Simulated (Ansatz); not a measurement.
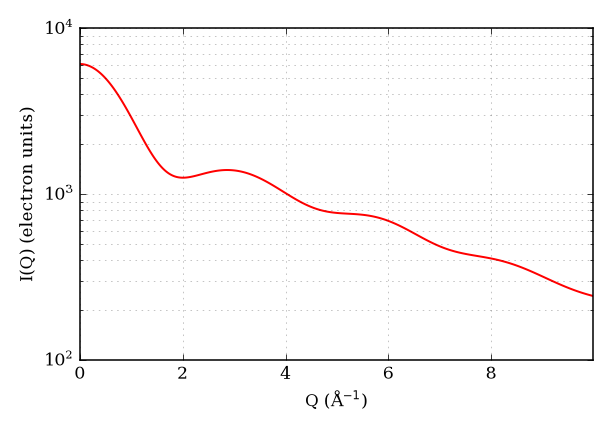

Elastic X-ray scattering of a randomly oriented, rigid molecule, calculated with the Debye equation from neutral-atom form factors (independent atoms, no Compton part, no vibration). The geometry is the end point of an optimisation (Ansatz, RKS PBE-D4/def2-SVP); it may be a saddle point or a higher isomer. It contains C, Se, As, H.

Question: How many electrons does the independent-atom model of the molecule hold?

Answer: I(0) is the square of the electron number: I(0) = 6080, so about 78 electrons, the count of CH5AsSe.

Question: What radius of gyration does the initial fall-off give?

Answer: From I(Q) ≈ I(0) exp(−Q²R²/3) at small Q, R ≈ 1.56 Å. It is larger than the electron-weighted radius of the nuclear positions alone (1.44 Å), because each atom's electron cloud adds to it.
